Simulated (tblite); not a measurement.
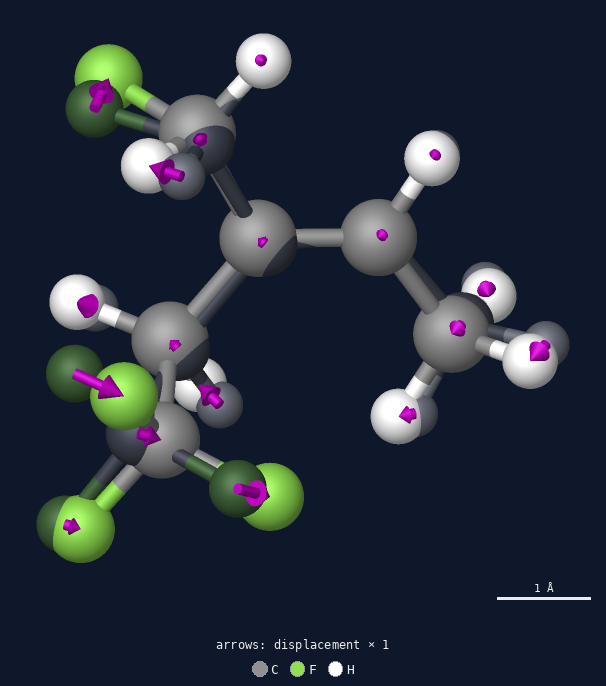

A relaxation of C$_{6}$H$_{8}$F$_{4}$. The starting structure is drawn faded, the final one solid; purple arrows show the displacements, at their true length. The two geometries are superimposed by the best rigid fit.

The picture is a ball-and-stick view, seen at a tilt.

Computed with tblite, GFN2-xTB geometry optimisation, gas phase. 

Question: Describe the change and its energy.

Answer: The largest move after the best rigid fit is that of an F atom, 0.60 Å. By element the largest moves are F 0.60 Å, H 0.44 Å, C 0.27 Å. Some distances before and after: C–F 1.346 → 1.381 Å, C–C 1.510 → 1.489 Å, C–C 1.524 → 1.504 Å, C–F 1.360 → 1.341 Å. Bond angles that change, for instance: H–C–H 105.2° → 108.7°, C–C–C 114.7° → 111.5°, H–C–H 107.4° → 110.2°. Groups turn about C–C by about 20°. The energy falls by 3.03 kcal/mol in 91 geometry steps. The run took 1 s on 1 thread of Arm Neoverse N1, on a shared host.
